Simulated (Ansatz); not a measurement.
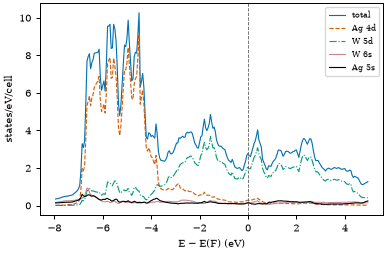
Fig. 1. Total and projected density of states of AgW in space group Cmcm (No. 63; Ag on 4c, W on 4c), the program Ansatz at the PBEsol level (PAW)

Task: Which orbitals carry the states next to the Fermi level?

Result: Within 0.5 eV of the Fermi level: W 5d 75 %, Ag 4d 10 %, W 6s 5 %, outside the projected shells 5 %. Projections are on Löwdin-orthogonalised atomic valence shells; empty p or d shells of many metals are not among them.

Task: Where is the tallest occupied peak in this window, and what makes it?

Result: Near -4.5 eV, about 10 states/eV per cell; the largest projected share is Ag 4d.

The start of the workflow was typed in or built on a structure type; neither database checked (COD, Materials Project) lists it. Whether it is the stable phase at ambient conditions was not checked. The PBEsol relaxation kept the symmetry of its start; whether a distortion lowers the energy is not shown. No spin polarisation was allowed. Its formation energy is positive at this level, so the cell may be metastable or incomplete. Scalar-relativistic: spin–orbit coupling is off unless named, which matters more the heavier the elements.

Potentials: the earlier of the program's two PAW sets. The files were generated under PBE; for other functionals the program regenerates the frozen cores, and for LDA and PBEsol the local potential too.
